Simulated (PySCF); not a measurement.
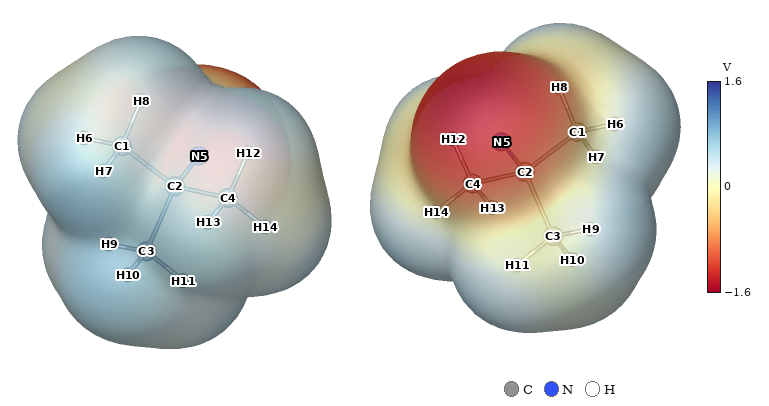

C₄H₉N, triplet, SMILES `CC(C)(C)[N]`. Electrostatic potential on the surface of electron density 0.001 a.u. (back view left, front view right).

Computed with PySCF, LDA (SVWN)/6-31+G*, geometry: GFN2-xTB. No frequency check shows the geometry to be a minimum. The stability of the open-shell solution wasn't checked. GFN2-xTB doesn't know the spin state, so this open-shell geometry is rough.

Input

```python
import numpy as np
from pyscf import gto, scf, dft
from pyscf.scf import atom_ks, atom_hf
from scipy.linalg import block_diag

def solve(mol, dm0=None, hcore=None):
    mf = (dft.UKS if mol.spin else dft.RKS)(mol, xc='svwn')
    mf.grids.level = 3
    mf = mf.density_fit(auxbasis='def2-universal-jkfit')
    mf.conv_tol, mf.max_cycle = 1e-8, 80
    if hcore is not None:
        mf.get_hcore = lambda *args: hcore
    mf.kernel(dm0)
    if not mf.converged:
        mf = mf.newton().run(mf.mo_coeff, mf.mo_occ, max_cycle=30)
    assert mf.converged, 'SCF not converged'
    return mf

mol = gto.M(atom='''
C      1.41705    -0.33615     0.38630
C      0.00007    -0.00005    -0.15959
C     -0.41899     1.39428     0.38752
C     -0.99973    -1.06039     0.38366
N      0.00181     0.00303    -1.51243
H      2.12974     0.40385     0.03201
H      1.39688    -0.33195     1.47296
H      1.72312    -1.31550     0.03094
H      0.27728     2.14975     0.03325
H     -0.41284     1.37367     1.47416
H     -1.41503     1.64222     0.03043
H     -0.71510    -2.04682     0.02732
H     -0.98636    -1.04739     1.47036
H     -2.00076    -0.83513     0.02817
''', basis='6-31+g*', charge=0, spin=2, verbose=4)
mf = solve(mol)
mf.analyze()
# spherically averaged free atoms, for the promolecule
atm = atom_ks.get_atm_nrks(mol, xc='svwn')
pro = block_diag(*[(atm[a[0]][2] * atm[a[0]][3]) @ atm[a[0]][2].T for a in mol._atom])
np.savez('result.npz', e=mf.e_tot, c=mf.mo_coeff, occ=mf.mo_occ, eps=mf.mo_energy, pro=pro, dip=mf.dip_moment(verbose=0), s2=mf.spin_square()[0])
```

Run with:

```sh
OMP_NUM_THREADS=1 python input.py
```

The run took 9.7 s on 1 thread of Intel(R) Xeon(R) 6975P-C (Granite Rapids) (shared host), peak memory 0.48 GiB.

Partitions, critical points and surface values were worked out afterwards from this run's density.

> Where are the extremes of the potential on the surface?

Highest: 0.81 V, 1.4 Å from H7. Further maxima include 0.56 V, 1.4 Å from H12, and at like points elsewhere. Lowest: −1.53 V, 1.9 Å from N5. The surface is sampled at points, so like sites can differ by a few per cent and only the strongest of them is named.

> What volume does the surface enclose, and what is the dipole moment?

About 124 Å³; the dipole moment is 2.7 D.
